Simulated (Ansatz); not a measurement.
# Direct or indirect: MoS2 (P6_3/mmc)

```yaml
crystal:
  lattice:
    - [3.16900, 0.00000, 0.00000]
    - [-1.58450, 2.74443, 0.00000]
    - [0.00000, 0.00000, 12.32400]
  atoms:
    - { symbol: Mo, position: [0.66667, 0.33333, 0.75000] }
    - { symbol: Mo, position: [0.33333, 0.66667, 0.25000] }
    - { symbol: S, position: [0.66667, 0.33333, 0.37700] }
    - { symbol: S, position: [0.33333, 0.66667, 0.87700] }
    - { symbol: S, position: [0.66667, 0.33333, 0.12300] }
    - { symbol: S, position: [0.33333, 0.66667, 0.62300] }
```

Method: Ansatz, PBE, independent particles, without spin-orbit coupling, line width 0.1 eV (Gaussian). The band structure gives a fundamental gap of 0.93 eV. The spectrum of vertical transitions near the edge:

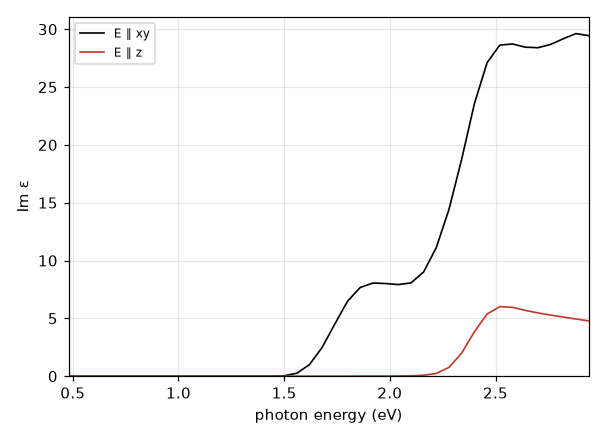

Q: Is the gap direct or indirect, and about where do vertical transitions set in?

A: Indirect, by the band path, whose least direct gap is 1.65 eV. The curves fit this: they stay near zero above 0.93 eV and rise only from about 1.7 eV, though a forbidden direct transition would look alike. Lines are broadened by 0.1 eV, which spreads the edge, and phonons, which would give weak absorption from the fundamental gap up, are left out.

[Logs are printed without paths, hosts, clocks, repeated set-up lines and the standing remarks that a program may print on its own settings, such as how far it seeks lower states.]
